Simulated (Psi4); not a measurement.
# BH2SO (SMILES O[B]S): UB3LYP/def2-TZVPD (sweep point 8)

What is the vertical electron affinity of BH2SO at UB3LYP/def2-TZVPD (sweep point 8)? 

The calculation is run with Psi4 1.11.

4 further runs of the same task are left out: 4 set aside as unsound or not needed.

### 1 The structure to begin with

The species is BH2SO (5 atoms), meant as a doublet with charge 0. SMILES: `O[B]S`. The shape is that of a PBE0-D4/def2-TZVP optimisation. This is a higher conformer, about 7 kJ/mol above the lowest found by a separate search.

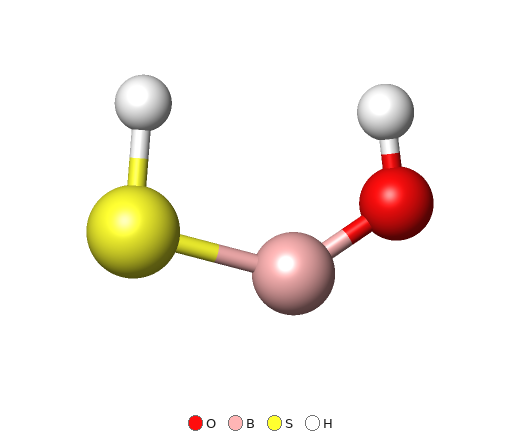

Viewed from a chosen angle; oxygen red, boron pink, sulfur yellow, hydrogen white.

### 2 A single-point energy at UB3LYP/def2-TZVPD (sweep point 8)

job.inp

```
memory 1600 MB

molecule molecule1 {
  0 2
  O     -1.294700    -0.054700    -0.435600
  B     -0.454300     0.825600     0.109700
  S      1.253800     0.694200     0.611100
  H     -0.947100    -0.940000    -0.604700
  H      1.492100    -0.598600     0.278200
  symmetry c1
}

set globals {
  basis                def2-TZVPD
  reference            uks
  puream               true
  scf_type             pk
  dft_radial_points    250
  dft_spherical_points 1202
  maxiter              150
}

e_tot, wfn = energy("b3lyp", return_wfn=True)
```

On the command line:

```
psi4 -n 1 job.inp job.out
```

job.out:

```text
[...]
  Running in c1 symmetry.
[...]
  Nuclear repulsion =   80.849772422660863
[...]
  Multiplicity = 2
[...]
  Nalpha       = 16
  Nbeta        = 15
[...]
    Number of basis functions: 141
[...]
   @UKS iter   1:  -499.31151880827986   -1.99023e-01   5.77525e-03 DIIS/ADIIS
[...]
   @UKS iter   9:  -499.54854551681842   -8.12213e-08   5.93229e-07 DIIS
[...]
   @S^2 Observed:                7.526447949E-01
[...]
    Orbital Energies [Eh]
    ---------------------
    Alpha Occupied:
       1A    -88.872453     2A    -19.178797     3A     -7.951157
       4A     -6.817831     5A     -5.913888     6A     -5.909530
       7A     -5.906944     8A     -1.064390     9A     -0.758793
      10A     -0.600035    11A     -0.475440    12A     -0.442168
      13A     -0.405072    14A     -0.353845    15A     -0.290280
      16A     -0.211416
    Alpha Virtual:
      17A     -0.023233    18A     -0.019463    19A      0.002691
      20A      0.014409    21A      0.027644    22A      0.034037
      23A      0.055287    24A      0.068232    25A      0.079586
[...]
  @UKS Final Energy:  -499.54854551681842
   => Energetics <=
    Nuclear Repulsion Energy =             80.8497724226608625
    One-Electron Energy =                -848.2459378671587729
    Two-Electron Energy =                 299.3956597946837519
    DFT Exchange-Correlation Energy =     -31.5480398670042383
    Empirical Dispersion Energy =           0.0000000000000000
    VV10 Nonlocal Energy =                  0.0000000000000000
    Total Energy =                       -499.5485455168184217
[...]
 Multipole Moments:
 ------------------------------------------------------------------------------------
     Multipole            Electronic (a.u.)      Nuclear  (a.u.)        Total (a.u.)
 ------------------------------------------------------------------------------------
 L = 1.  Multiply by 2.5417464519 to convert [e a0] to [Debye]
 Dipole X            :         -0.4965523            0.7379454            0.2413931
 Dipole Y            :          1.7773315           -2.6623430           -0.8850115
 Dipole Z            :          0.4038406           -0.6066986           -0.2028580
 Magnitude           :                                                    0.9395038
[...]
```

It took 75 s on 1 thread of AMD EPYC 9R45 (Zen 5), shared host; peak memory 1.2 GiB.

### 3 The singlet anion

job.dat

```
memory 1600 mb

molecule {
  -1 1
  O     -1.294700    -0.054700    -0.435600
  B     -0.454300     0.825600     0.109700
  S      1.253800     0.694200     0.611100
  H     -0.947100    -0.940000    -0.604700
  H      1.492100    -0.598600     0.278200
  units angstrom
  symmetry c1
}

set {
  reference            rks
  puream               true
  scf_type             pk
  dft_radial_points    250
  dft_spherical_points 1202
}

e_tot, wfn = energy("b3lyp/def2-TZVPD", return_wfn=True)
print_variables()
```

On the command line:

```
psi4 -n 1 job.dat job.out
```

job.out:

```text
[...]
  Running in c1 symmetry.
[...]
  Nuclear repulsion =   80.849772422660863
[...]
  Multiplicity = 1
[...]
  Nalpha       = 16
  Nbeta        = 16
[...]
    Number of basis functions: 141
[...]
   @RKS iter   1:  -499.10996478122024    2.53068e-03   6.81422e-03 DIIS/ADIIS
[...]
   @RKS iter  10:  -499.56770313321982   -7.23736e-08   5.09255e-07 DIIS
[...]
    Orbital Energies [Eh]
    ---------------------
    Doubly Occupied:
       1A    -88.677273     2A    -18.984011     3A     -7.756555
       4A     -6.591970     5A     -5.719850     6A     -5.713957
       7A     -5.712629     8A     -0.867874     9A     -0.561945
      10A     -0.397279    11A     -0.273665    12A     -0.247249
      13A     -0.210215    14A     -0.163824    15A     -0.103018
      16A      0.032607
[...]
  @RKS Final Energy:  -499.56770313321982
   => Energetics <=
    Nuclear Repulsion Energy =             80.8497724226608625
    One-Electron Energy =                -854.3260156451331113
    Two-Electron Energy =                 305.5851156012385559
    DFT Exchange-Correlation Energy =     -31.6765755119861439
    Empirical Dispersion Energy =           0.0000000000000000
    VV10 Nonlocal Energy =                  0.0000000000000000
    Total Energy =                       -499.5677031332198226
[...]
 Multipole Moments:
 ------------------------------------------------------------------------------------
     Multipole            Electronic (a.u.)      Nuclear  (a.u.)        Total (a.u.)
 ------------------------------------------------------------------------------------
 L = 1.  Multiply by 2.5417464519 to convert [e a0] to [Debye]
 Dipole X            :         -0.0421401            0.7379454            0.6958053
 Dipole Y            :          1.7762389           -2.6623430           -0.8861041
 Dipole Z            :          0.5478799           -0.6066986           -0.0588187
 Magnitude           :                                                    1.1281778
[...]
```

Wall time 49 s (1 thread of AMD EPYC 9R45 (Zen 5), shared host); peak memory 1.2 GiB.

### 4 Summary of results

Level: UB3LYP/def2-TZVPD (sweep point 8).

```
                                                            quantity          value
                                         doublet BH2SO: total energy  -499.54855 Eh
                                        doublet BH2SO: dipole moment         2.39 D
                   doublet BH2SO: HOMO energy (highest over α and β)       -5.75 eV
                    doublet BH2SO: LUMO energy (lowest over α and β)       -2.18 eV
                                                 doublet BH2SO: ⟨S²⟩          0.753
                                         singlet anion: total energy  -499.56770 Eh
                                          singlet anion: HOMO energy        0.89 eV
                                          singlet anion: LUMO energy        3.08 eV
singlet anion: HOMO–LUMO gap (to an unbound level, set by the basis)        2.19 eV
                   vertical electron affinity (to the singlet anion)       0.521 eV
```

At fixed nuclei the extra electron is bound by 0.52 eV (50.3 kJ/mol). The HOMO (singlet anion) lies at positive energy, 0.89 eV; only total energies tell whether the electron is bound.
